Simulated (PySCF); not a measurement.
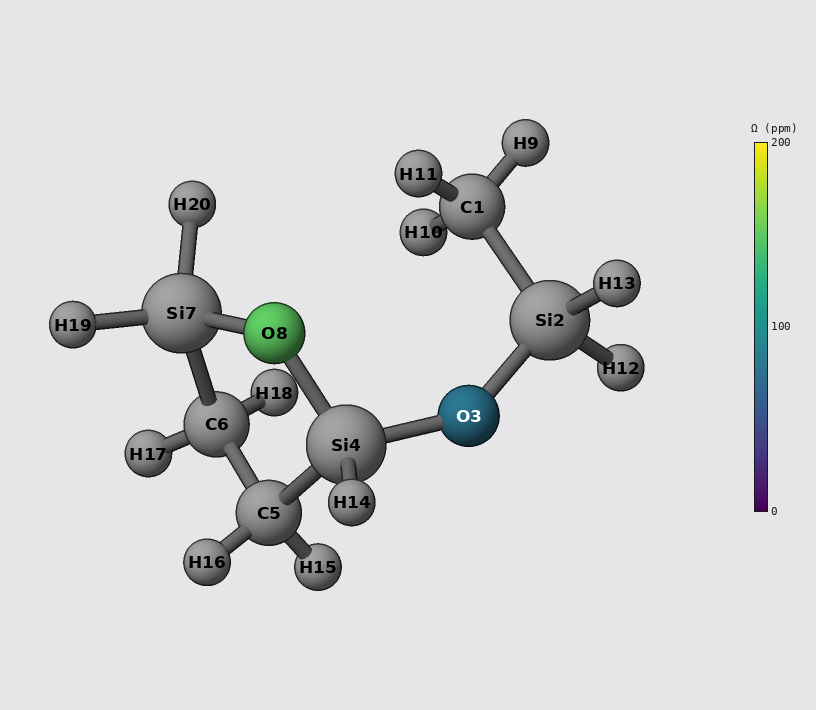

The O atoms are coloured by the span of their shielding tensor. Computed geometry: PBE0-D3(BJ)/def2-SVP optimisation. No frequency run is at hand to confirm it as a minimum. Level of theory: GIAO CAM-B3LYP/pcSseg-1 NMR shielding, non-relativistic, gas phase (PySCF 2.14.0). Principal shieldings σ11 ≤ σ22 ≤ σ33, span Ω = σ33 − σ11, skew κ = 3(σiso − σ22)/Ω.

Question: Which O atom has the most anisotropic shielding?

Answer: O8, with a span of 151 ppm.

Give the shielding tensors of the O atoms.

```json
{"atom": "O3", "σ11": "237.8", "σ22": "249.1", "σ33": "315.0", "σiso": "267.3", "Ω": "77.2", "κ": "0.71"}
{"atom": "O8", "σ11": "172.1", "σ22": "288.0", "σ33": "322.8", "σiso": "260.9", "Ω": "150.7", "κ": "−0.54"}
```

Shieldings and span in ppm.
